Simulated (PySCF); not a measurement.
SMILES C#Cc1ccc(C#N)s1, singlet at its GFN2-xTB optimised geometry (Å):

```
12

C     -1.9657    -3.0039     0.0028
C     -1.2221    -2.0590     0.0002
C     -0.3719    -0.9495     0.0000
C      1.0026    -0.9495     0.0000
C      1.5477     0.3387     0.0000
C      0.5871     1.3226    -0.0001
C      0.7924     2.7030    -0.0004
N      0.9676     3.8377    -0.0007
S     -1.0205     0.6615     0.0002
H     -2.6018    -3.8377     0.0019
H      1.5853    -1.8530     0.0001
H      2.6018     0.5523     0.0001
```

Method: CAM-B3LYP/def2-TZVP run with PySCF.

Map of the LUMO amplitude (bohr^(-3/2)) on the plane z = 1.0 Å; orbital energy -1.34 eV, overall sign arbitrary:

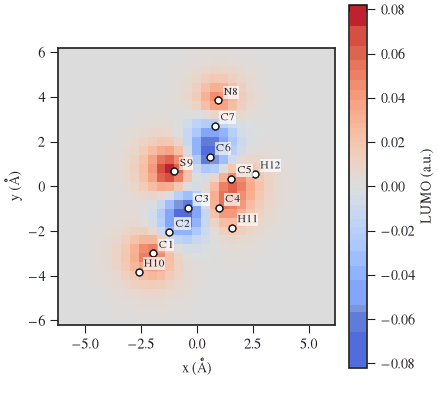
Figure: LUMO amplitude (bohr^(-3/2)) on the plane z = 1.0 Å.
